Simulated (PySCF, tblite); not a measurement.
# C3H8O3SSi2: geometry, infrared bands and NMR shifts

Wanted: the infrared bands and NMR shifts of C3H8O3SSi2 (`C#C[Si](O)(O)O[SiH2]SC`), by calculation.

Computed with tblite 0.8.0 and PySCF 2.14.0, with density-fitted response routines of our own, on a single molecule in the gas phase. Atoms count from 0, in the outputs and in this text.

**1. Starting geometry**

17 atoms, charge 0, multiplicity 1; geometry from: force field or distance geometry start.

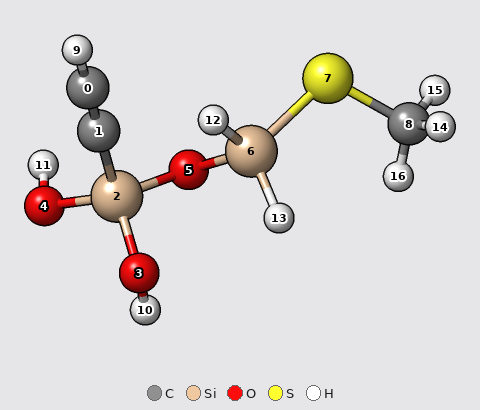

The starting geometry (carbon grey, silicon light orange, oxygen red, sulfur yellow, hydrogen white), atoms numbered; sticks join atoms by distance.

**2. Optimising the geometry with GFN2-xTB**

Job settings and geometry (Å):

```
{"job": {"kind": "relax", "xc": "GFN2-xTB", "basis": "xTB"}, "charge": 0, "multiplicity": 1}
C     -2.262200     2.562500     0.622200
C     -2.182700     1.380500     0.410700
Si    -2.028400    -0.418700     0.088200
O     -2.020400    -1.239100     1.593500
O     -3.331600    -0.917100    -0.891700
O     -0.499400    -0.709300    -0.636600
Si     0.644300     0.085500     0.404700
S      2.445700     0.640000    -0.577100
C      3.782900    -0.521000    -0.128900
H     -2.354700     3.611900     0.824300
H     -2.012100    -2.223300     1.426300
H     -3.118500    -0.628000    -1.822700
H     -0.020400     1.327400     0.880800
H      0.821600    -0.780200     1.558300
H      4.270500    -0.120500     0.791200
H      4.475100    -0.498500    -0.991800
H      3.383300    -1.540200     0.036400
```

Started as:

```
OMP_NUM_THREADS=1 python probes_run.py task.json out
```

The driver reads the jobs from task.json and runs them one after another.

What it wrote:

```text
step      E/eV     max force
  0    -802.82987    2.708
  1    -803.23406    1.878
  2    -803.44670    1.448
  3    -803.48486    2.121
  4    -803.55095    0.692
  5    -803.58206    0.572
  6    -803.64760    0.846
  7    -803.70024    0.954
  8    -803.77762    0.594
  9    -803.80977    0.493
 10    -803.83360    0.369
 11    -803.85630    0.538
 12    -803.88643    0.569
 13    -803.91345    0.403
 14    -803.93529    0.344
 15    -803.95311    0.337
 16    -803.97070    0.426
 17    -803.98513    0.294
 18    -803.99249    0.182
 19    -803.99785    0.189
 20    -804.00437    0.215
 21    -804.01292    0.197
 22    -804.01825    0.201
 23    -804.02383    0.180
 24    -804.02937    0.241
 25    -804.03550    0.253
 26    -804.04138    0.189
 27    -804.04698    0.189
 28    -804.05388    0.257
 29    -804.06273    0.352
 30    -804.07169    0.322
 31    -804.07970    0.306
 32    -804.08542    0.315
 33    -804.09005    0.251
 34    -804.09594    0.236
 35    -804.10507    0.277
 36    -804.11185    0.245
 37    -804.11886    0.193
 38    -804.12324    0.299
 39    -804.12653    0.166
 40    -804.13001    0.153
 41    -804.13620    0.178
 42    -804.14215    0.179
 43    -804.14843    0.161
 44    -804.15179    0.136
 45    -804.15449    0.159
 46    -804.15710    0.138
 47    -804.16010    0.178
 48    -804.16320    0.124
 49    -804.16638    0.109
 50    -804.16812    0.107
 51    -804.17048    0.112
 52    -804.17274    0.161
 53    -804.17500    0.103
 54    -804.17688    0.094
 55    -804.17811    0.069
 56    -804.17907    0.078
 57    -804.18003    0.095
 58    -804.18133    0.090
 59    -804.18310    0.143
 60    -804.18533    0.167
 61    -804.18746    0.119
 62    -804.18898    0.076
 63    -804.18999    0.080
 64    -804.19099    0.087
 65    -804.19218    0.111
 66    -804.19323    0.105
 67    -804.19384    0.059
 68    -804.19423    0.048
 69    -804.19453    0.037
 70    -804.19497    0.044
 71    -804.19535    0.043
 72    -804.19559    0.032
 73    -804.19577    0.034
 74    -804.19600    0.035
 75    -804.19638    0.052
 76    -804.19696    0.060
 77    -804.19757    0.072
 78    -804.19805    0.080
 79    -804.19841    0.078
 80    -804.19881    0.065
 81    -804.19937    0.047
 82    -804.20005    0.054
 83    -804.20067    0.052
 84    -804.20114    0.043
 85    -804.20146    0.076
 86    -804.20183    0.051
 87    -804.20219    0.049
 88    -804.20290    0.040
 89    -804.20318    0.041
 90    -804.20357    0.045
 91    -804.20391    0.042
 92    -804.20415    0.038
 93    -804.20444    0.033
 94    -804.20462    0.052
 95    -804.20473    0.030
 96    -804.20483    0.028
 97    -804.20506    0.032
 98    -804.20534    0.040
 99    -804.20580    0.039
100    -804.20627    0.040
101    -804.20661    0.039
102    -804.20680    0.089
103    -804.20706    0.035
104    -804.20739    0.051
105    -804.20781    0.161
106    -804.20800    0.069
107    -804.20815    0.057
108    -804.20866    0.092
109    -804.20954    0.179
110    -804.21061    0.184
111    -804.21142    0.103
112    -804.21151    0.174
113    -804.21218    0.155
114    -804.21254    0.069
115    -804.21285    0.049
116    -804.21368    0.076
117    -804.21396    0.083
118    -804.21439    0.068
119    -804.21466    0.036
120    -804.21490    0.035
121    -804.21512    0.066
122    -804.21538    0.060
123    -804.21571    0.048
124    -804.21585    0.047
125    -804.21594    0.047
126    -804.21612    0.043
127    -804.21634    0.040
128    -804.21661    0.040
129    -804.21682    0.033
130    -804.21695    0.027
131    -804.21705    0.060
132    -804.21719    0.032
133    -804.21740    0.035
134    -804.21760    0.025
135    -804.21764    0.023
136    -804.21769    0.020
137    -804.21772    0.019
138    -804.21777    0.019
139    -804.21784    0.024
140    -804.21790    0.019
141    -804.21793    0.011
142    -804.21796    0.014
143    -804.21799    0.015
144    -804.21803    0.016
145    -804.21809    0.024
146    -804.21814    0.026
147    -804.21819    0.043
148    -804.21820    0.017
149    -804.21826    0.028
150    -804.21829    0.028
151    -804.21832    0.018
152    -804.21835    0.015
153    -804.21846    0.027
154    -804.21861    0.044
155    -804.21884    0.050
156    -804.21908    0.038
157    -804.21926    0.044
158    -804.21939    0.044
159    -804.21959    0.045
160    -804.21983    0.055
161    -804.22000    0.045
162    -804.22011    0.019
163    -804.22014    0.015
164    -804.22017    0.014
165    -804.22020    0.018
166    -804.22023    0.014
167    -804.22026    0.014
168    -804.22031    0.016
169    -804.22037    0.020
170    -804.22046    0.033
171    -804.22059    0.042
172    -804.22078    0.042
173    -804.22099    0.029
174    -804.22117    0.029
175    -804.22129    0.026
176    -804.22138    0.026
177    -804.22146    0.020
178    -804.22150    0.019
179    -804.22156    0.012
180    -804.22158    0.010
```

Run time: 3.2 s. Hardware: 1 thread of Arm Neoverse N1, shared host.

Relaxation path: (not every step is listed)

```
step  energy from step 0 (eV)  largest force (eV/Å)
   0                   0.0000                2.7077
   1                  -0.4042                1.8783
   2                  -0.6168                1.4484
   3                  -0.6550                2.1206
   4                  -0.7211                0.6917
   5                  -0.7522                0.5719
   6                  -0.8177                0.8462
   7                  -0.8704                0.9541
   8                  -0.9477                0.5944
  24                  -1.1995                0.2413
  40                  -1.3001                0.1528
  56                  -1.3492                0.0777
  72                  -1.3657                0.0323
  88                  -1.3730                0.0397
 104                  -1.3775                0.0515
 120                  -1.3850                0.0349
 136                  -1.3878                0.0195
 152                  -1.3885                0.0153
 168                  -1.3904                0.0162
 175                  -1.3914                0.0256
 176                  -1.3915                0.0264
 177                  -1.3916                0.0204
 178                  -1.3916                0.0190
 179                  -1.3917                0.0121
 180                  -1.3917                0.0099
```

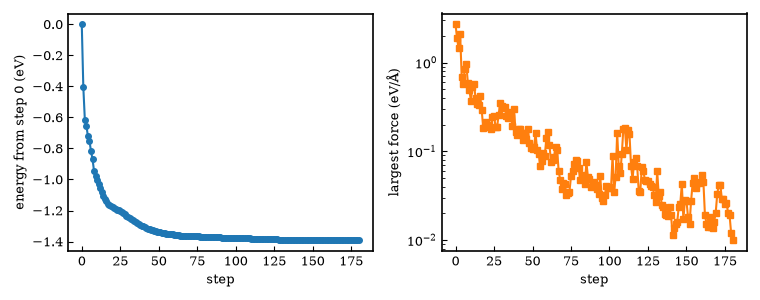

Energy and force, step by step.

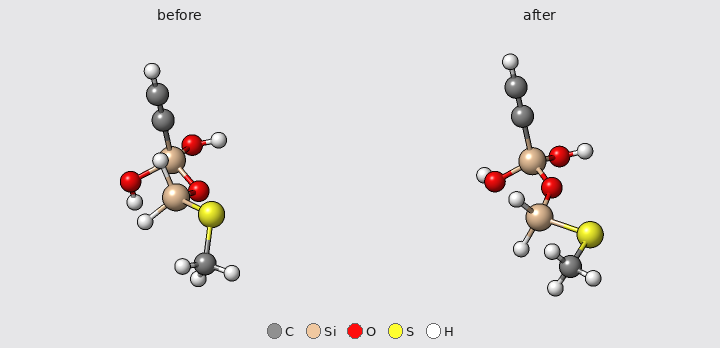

Before and after, at one scale.

Distances of close pairs at the start and the end, largest changes first:

```
   bond  before (Å)  after (Å)  change (Å)
 O5–Si6       1.739      1.606      -0.133
 Si2–O3       1.714      1.618      -0.097
 Si2–O5       1.717      1.624      -0.093
 Si2–O4       1.705      1.621      -0.084
 O4–H11       0.998      0.953      -0.045
 O3–H10       0.998      0.953      -0.045
 C8–H14       1.116      1.085      -0.031
Si6–H12       1.487      1.460      -0.027
```

The next job starts from the end point, and lists it.

**3. Infrared spectrum with GFN2-xTB**

Job settings and geometry (Å):

```
{"job": {"kind": "ir", "xc": "GFN2-xTB", "basis": "xTB"}, "charge": 0, "multiplicity": 1}
C     -2.832459     2.658620     0.676772
C     -2.523122     1.515937     0.474006
Si    -2.044863    -0.248327     0.164827
O     -2.168461    -1.143366     1.506590
O     -2.949039    -0.928984    -0.995691
O     -0.481578    -0.258348    -0.275933
Si     0.960465    -0.369957     0.423071
S      2.335884    -0.256086    -1.198223
C      3.860667    -0.366719    -0.211214
H     -3.102974     3.659614     0.855125
H     -3.012732    -1.519844     1.738927
H     -2.818295    -0.683843    -1.906915
H      1.167562     0.763599     1.319943
H      1.121529    -1.649275     1.104155
H      3.905445     0.465764     0.483155
H      4.696353    -0.319699    -0.900461
H      3.878619    -1.307054     0.329803
```

What it wrote:

```text
mode    cm-1     km/mol
  1      15.2      4.86
  2      28.5      2.14
  3      46.7      4.46
  4      65.3      0.75
  5     115.8      1.30
  6     120.0      0.13
  7     120.7      1.59
  8     133.5      8.03
  9     177.6      6.54
 10     202.0     47.80
 11     221.9     22.71
 12     273.6     41.67
 13     296.1     21.81
 14     299.8    145.60
 15     325.6     36.04
 16     342.6     59.46
 17     505.9    116.80
 18     542.6     75.62
 19     605.4     24.92
 20     610.1     10.84
 21     681.3     14.24
 22     683.7     24.92
 23     710.2    305.35
 24     729.4      1.94
 25     760.6    418.21
 26     786.7    214.88
 27     813.1    198.02
 28     829.2    169.64
 29     911.9    253.46
 30     947.8      0.21
 31     957.4    273.31
 32     958.7      6.54
 33    1079.0    877.64
 34    1324.4      3.41
 35    1458.9      4.00
 36    1464.0      7.62
 37    2224.7     41.66
 38    2260.3    346.69
 39    2296.6    141.93
 40    3035.3      8.26
 41    3037.6     12.77
 42    3064.8      1.69
 43    3359.0      0.32
 44    3684.4     38.53
 45    3693.3     40.26
```

Run time: 1.6 s. Hardware: 1 thread of Arm Neoverse N1, shared host.

Which atoms move in the most intense modes:

```
cm⁻¹  km/mol                                  atoms
 710   305.4  Si2 33 %, H12 13 %, O5 13 %, H13 11 %
 761   418.2           H12 38 %, H13 34 %, Si6 14 %
 787   214.9                     H12 41 %, H13 40 %
 813   198.0                     H10 54 %, H11 26 %
 912   253.5   Si2 36 %, O4 34 %, O3 12 %, H10 11 %
 957   273.3             Si2 45 %, O3 30 %, O4 16 %
1079   877.6                      O5 76 %, Si6 13 %
2260   346.7                     H12 70 %, H13 25 %
```

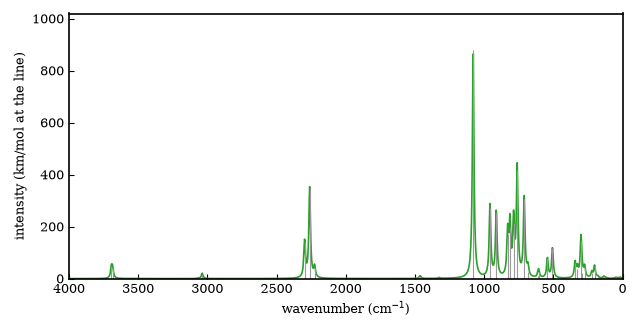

The infrared spectrum from these modes, unscaled. Lines are broadened to a width of 14 cm⁻¹ (Lorentzian).

**4. Nuclear shieldings: PBE0/pcSseg-1**

The job, as its differences from that of step 3:

```diff
@@ -1,2 +1,2 @@
-{"job": {"kind": "ir", "xc": "GFN2-xTB", "basis": "xTB"}, "charge": 0, "multiplicity": 1}
+{"job": {"kind": "nmr", "xc": "PBE0", "basis": "pcSseg-1"}, "charge": 0, "multiplicity": 1}
 C     -2.832459     2.658620     0.676772
```

Method: GIAO PBE0/pcSseg-1 NMR shielding, non-relativistic, gas phase.

What it wrote:

```text
coarse grid: 16352 points
cycle   1  E = -1320.9571686956  dE =  1.283e+00  |g| = 1.183e+00  |ddm| = 3.994e+00
cycle   2  E = -1320.7205668732  dE =  2.366e-01  |g| = 1.649e+00  |ddm| = 1.882e+00
cycle   3  E = -1321.2018936116  dE = -4.813e-01  |g| = 1.487e-01  |ddm| = 1.193e+00
cycle   4  E = -1321.2060623975  dE = -4.169e-03  |g| = 6.616e-02  |ddm| = 1.645e-01
cycle   5  E = -1321.2067735284  dE = -7.111e-04  |g| = 3.448e-02  |ddm| = 6.189e-02
cycle   6  E = -1321.2070529799  dE = -2.795e-04  |g| = 7.563e-03  |ddm| = 2.580e-02
cycle   7  E = -1321.2070644601  dE = -1.148e-05  |g| = 2.949e-03  |ddm| = 6.594e-03
cycle   8  E = -1321.2070661734  dE = -1.713e-06  |g| = 3.783e-04  |ddm| = 2.107e-03
final grid: 145824 points
cycle   9  E = -1321.2927028923  dE = -2.800e-05  |g| = 1.094e-02  |ddm| = 2.948e-02
cycle  10  E = -1321.2926811782  dE =  2.171e-05  |g| = 1.524e-02  |ddm| = 1.780e-02
cycle  11  E = -1321.2927256382  dE = -4.446e-05  |g| = 1.003e-03  |ddm| = 1.068e-02
cycle  12  E = -1321.2927258293  dE = -1.910e-07  |g| = 3.159e-04  |ddm| = 1.024e-03
cycle  13  E = -1321.2927258461  dE = -1.685e-08  |g| = 1.121e-04  |ddm| = 2.728e-04
cycle  14  E = -1321.2927258481  dE = -1.938e-09  |g| = 4.986e-05  |ddm| = 9.562e-05
cycle  15  E = -1321.2927258487  dE = -6.096e-10  |g| = 1.412e-05  |ddm| = 4.173e-05
converged SCF energy = -1321.2927258487

GIAO shielding tensors (ppm)
atom      isotropic    diamagn.    paramagn.     s11        s22        s33       span
  0 C       89.952     260.119    -170.167      6.262      6.647    256.948    250.686
  1 C      100.332     262.347    -162.015      3.971      5.584    291.441    287.469
  2 Si     429.101     880.301    -451.200    405.352    432.425    449.527     44.175
  3 O      282.394     386.615    -104.221    256.487    269.894    320.802     64.314
  4 O      274.601     387.558    -112.957    245.003    261.448    317.351     72.348
  5 O      265.206     402.242    -137.036    231.799    246.010    317.810     86.011
  6 Si     363.966     881.429    -517.463    334.638    340.824    416.437     81.799
  7 S      709.946    1060.992    -351.045    607.089    632.957    889.793    282.704
  8 C      179.143     251.572     -72.429    168.428    174.983    194.018     25.590
  9 H       30.057      33.092      -3.034     24.705     24.954     40.513     15.808
 10 H       29.416      27.588       1.827     21.449     23.164     43.635     22.186
 11 H       29.282      31.810      -2.528     21.631     23.747     42.467     20.836
 12 H       26.225      31.750      -5.525     22.127     26.309     30.240      8.114
 13 H       26.168      30.786      -4.618     21.726     26.305     30.473      8.747
 14 H       30.007      30.039      -0.032     23.954     28.131     37.935     13.981
 15 H       29.766      28.018       1.748     24.074     26.855     38.369     14.295
 16 H       30.005      29.349       0.656     24.013     27.945     38.056     14.043
```

It took 96 s on 1 thread of Arm Neoverse N1, shared host; peak memory 0.96 GiB.

Shifts follow as δ = σ(reference) − σ, with reference shieldings (ppm) from runs at the same level and on the same kind of geometry: 1H TMS 31.72, 13C TMS 186.9, 29Si TMS 349.2, 17O H2O 336.1, 33S CS2 504. The references are single molecules in the gas phase, so shifts against H2O, NH3, PH3, H3PO4 or CFCl3 are not on the usual liquid scales and can be off by tens of ppm. Atoms listed in one row are averaged.

```
        atoms                              environment  σ (ppm)  δ (ppm)  δ scaled to CDCl3
           C0                   terminal alkyne carbon     90.0     97.0               92.7
           C1                            alkyne carbon    100.3     86.6               82.6
           C8                methyl carbon bonded to S    179.1      7.8                1.3
     H12, H13     hydrogen on a silicon bonded to O, S    26.20     5.52                  –
     H10, H11       hydrogen on an oxygen bonded to Si    29.35     2.37                  –
H14, H15, H16  hydrogen on a methyl carbon bonded to S    29.93     1.79               1.79
           H9     hydrogen on a terminal alkyne carbon    30.06     1.66               1.67
          Si6              silicon bonded to O, S, 2 H    364.0    -14.8                  –
          Si2                 silicon bonded to C, 3 O    429.1    -79.9                  –
           O5                    oxygen bonded to 2 Si    265.2     70.9                  –
       O3, O4                   oxygen bonded to Si, H    278.5     57.6                  –
           S7                   sulfur bonded to C, Si      710     -206                  –
```

The scaled column applies a straight-line fit of computed shieldings to shifts measured in CDCl3, with any fitted terms for Cl, Br or S neighbours (root-mean-square error 0.16 ppm for H, 1.9 ppm for C).

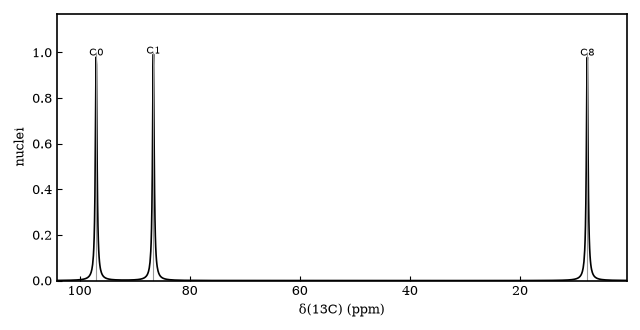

13C lines at the computed shifts, without couplings. Lines are broadened to a width of 0.36 ppm (Lorentzian).

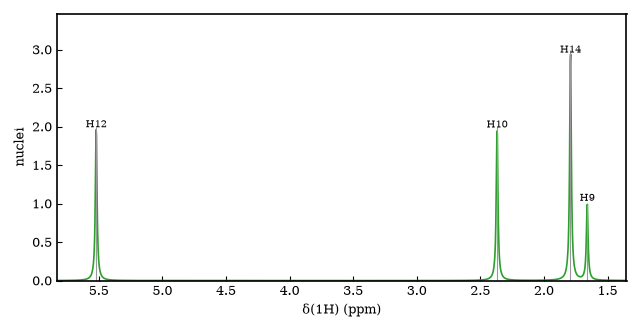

1H lines at the computed shifts, without couplings. Lines are broadened to a width of 0.02 ppm (Lorentzian).

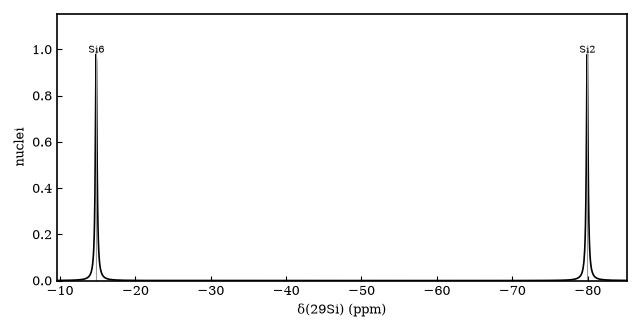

29Si lines at the computed shifts, without couplings. Lines are broadened to a width of 0.26 ppm (Lorentzian).

The run also stored atomic charges by several schemes (e):

```
 atoms  Mulliken    IAO  Hirshfeld  ESP fit
    C0     -0.19  -0.18      -0.08    -0.21
    C1     -0.19  -0.38      -0.17    -0.40
   Si2      1.26   1.61       0.54     1.25
O3, O4     -0.54  -0.79      -0.30    -0.76
    O5     -0.72  -0.88      -0.30    -0.48
   Si6      0.81   0.97       0.37     0.47
    S7     -0.31  -0.20      -0.11    -0.26
    C8     -0.42  -0.50      -0.12    -0.44
```

ESP fit charges:

C0 -0.21; C1 -0.40; Si2 1.25; O3 -0.74; O4 -0.78; O5 -0.48; Si6 0.47; S7 -0.26; C8 -0.44; H9 0.27; H10 0.47; H11 0.46; H12 -0.06; H13 -0.06; H14 0.15; H15 0.21; H16 0.16

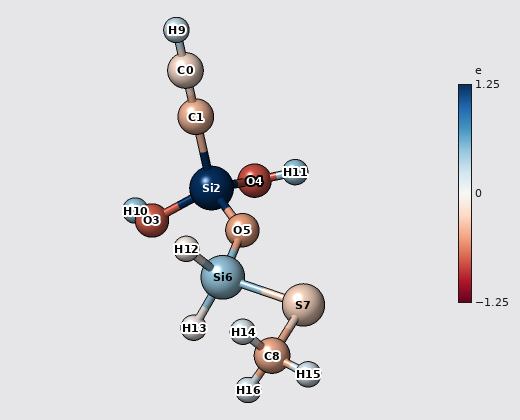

ESP fit charges, as colours on the atoms.

Mayer bond orders: C0–C1 2.56, C1–Si2 0.85, Si2–O3 1.07, Si2–O4 1.10, Si2–O5 0.94, O5–Si6 0.94, Si6–S7 0.97, S7–C8 1.00.

Orbitals, density, ELF and potential are computed afterwards from the orbital file.

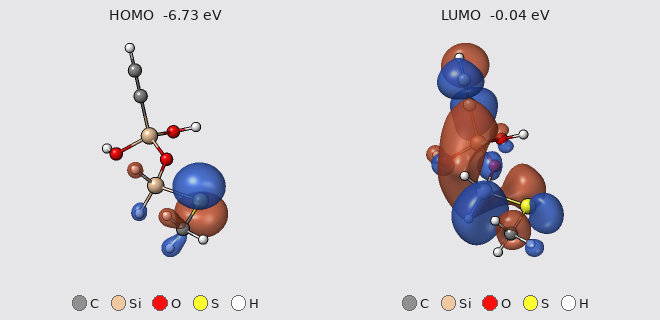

Frontier orbitals at PBE0/pcSseg-1; each surface holds 70 % of the orbital's density, blue and red mark the sign.

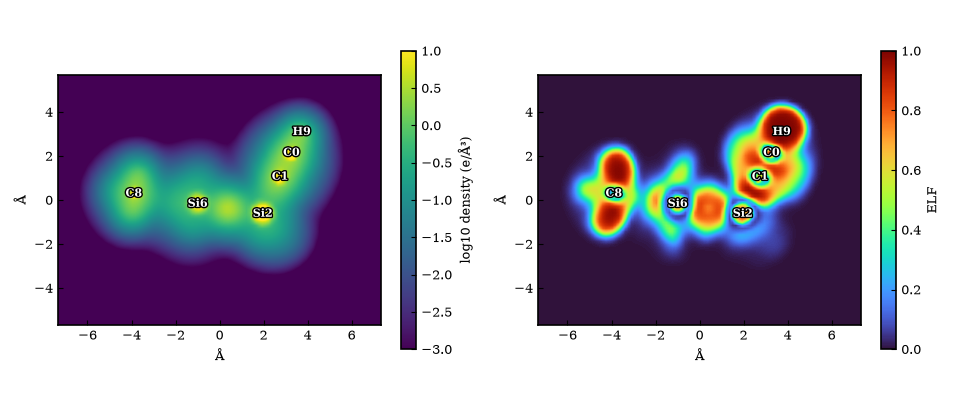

Density (left) and ELF (right) in a plane through or near 6 of the atoms.

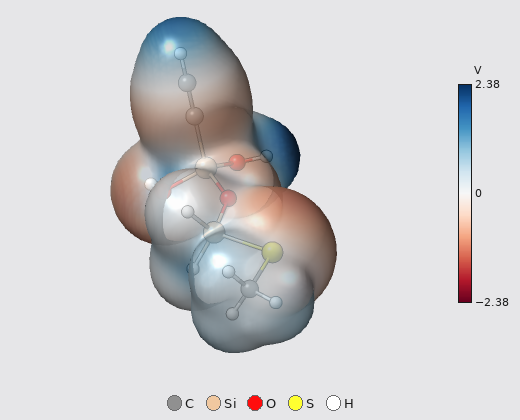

Electrostatic potential on the surface of density 0.002 e/bohr³; red is low, blue high. It runs from -1.13 V near S7 to 2.38 V near H10.

**5. Results**

```
                                                               quantity                       value
                              strongest single infrared mode (GFN2-xTB)       1079 cm⁻¹, 878 km/mol
                                           zero-point energy (GFN2-xTB)               66.9 kcal/mol
                                 13C shifts against TMS (PBE0/pcSseg-1)         97.0, 86.6, 7.8 ppm
 1H shifts against TMS (PBE0/pcSseg-1, means over atoms taken as alike)  5.52, 2.37, 1.79, 1.66 ppm
                                29Si shifts against TMS (PBE0/pcSseg-1)            -14.8, -79.9 ppm
17O shifts against H2O (PBE0/pcSseg-1, means over atoms taken as alike)              70.9, 57.6 ppm
                                 33S shifts against CS2 (PBE0/pcSseg-1)                    -206 ppm
                                  surface potential, least and greatest          -1.13 V and 2.38 V
```

The optimisation took 180 steps and gained 1.392 eV; among the close pairs (by a distance rule), O5–Si6 changed most, from 1.739 to 1.606 Å. All 45 modes are real, so the xTB geometry is a minimum. The strongest single mode, at 1079 cm⁻¹, moves mainly O5. Unscaled tight-binding wavenumbers are off by several per cent, some by more. Its intensities can rank the bands wrongly.
